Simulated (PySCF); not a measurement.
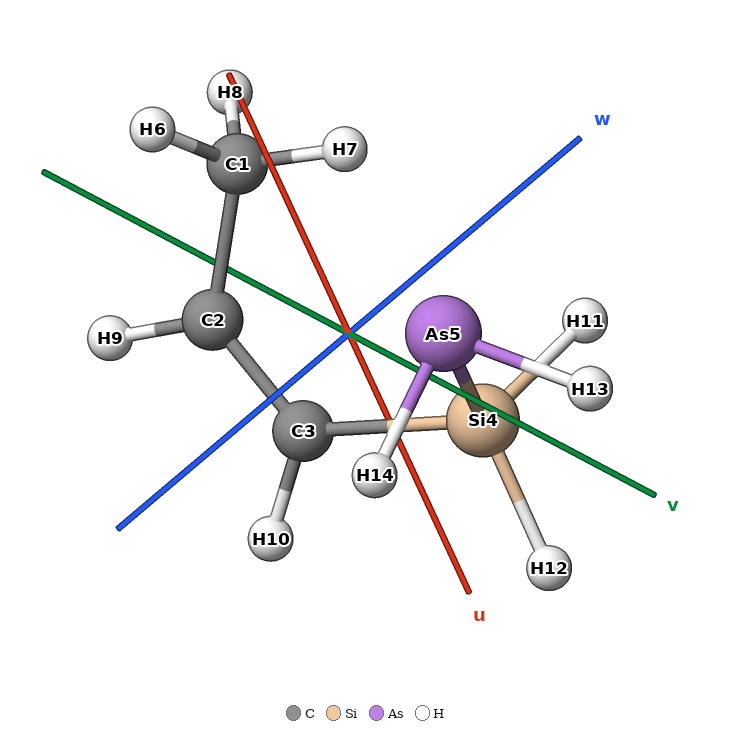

The lines u, v and w are the principal axes of the static dipole polarisability. Computed geometry: GFN2-xTB optimisation. No frequency run is at hand to confirm it as a minimum. Level of theory: CAM-B3LYP/def2-SVPD (PySCF 2.14.0).

> Along which axis is the molecule most polarisable, and along which least?

Most along v (close to the long direction C2···As5), least along w.

> Give the three principal values.

u 99.2, v 111.8, w 80.1 bohr³; mean 97.0, anisotropy 27.7 bohr³.

The geometry is semi-empirical. Around As, Si such bond lengths and angles can be off by a tenth of an ångström or more and by several degrees, and values that hang on the shape move with them.
